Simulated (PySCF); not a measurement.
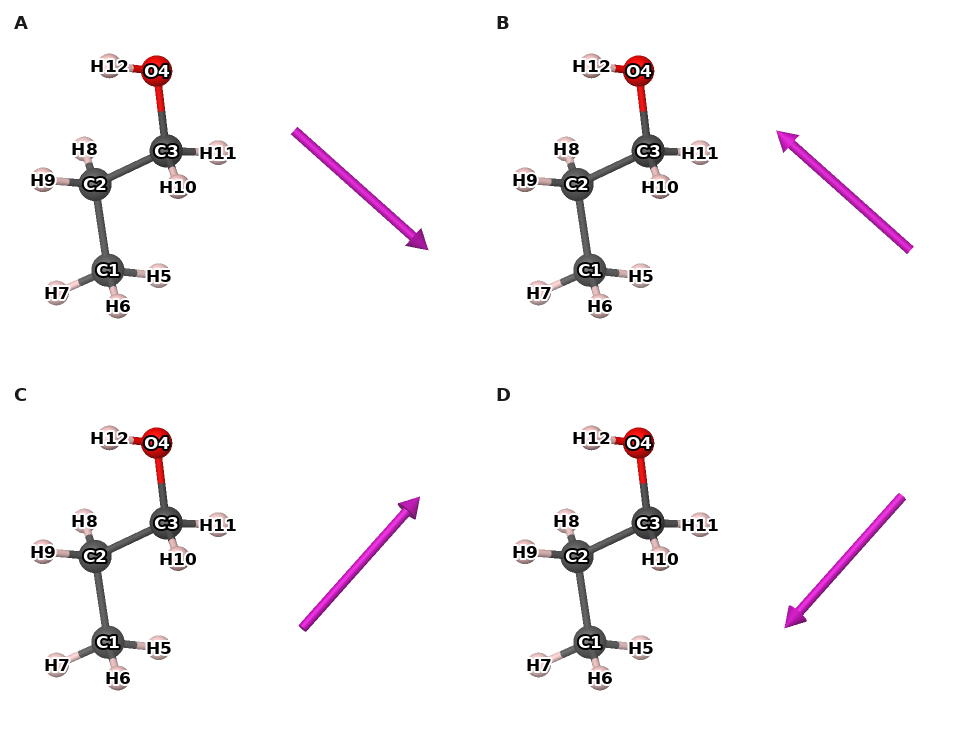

The same molecule four times, each with an arrow. The computed structure is the end point of a GFN2-xTB optimisation. No frequency run is at hand to confirm it as a minimum. Method: PBE0/pcSseg-1, gas phase (PySCF 2.14.0).

**Which arrow points along the dipole moment, from the negative to the positive end?**

D. The dipole moment is 1.74 D; it points from the side of O4, H11 to the side of H7 (the outermost atoms at the two ends).
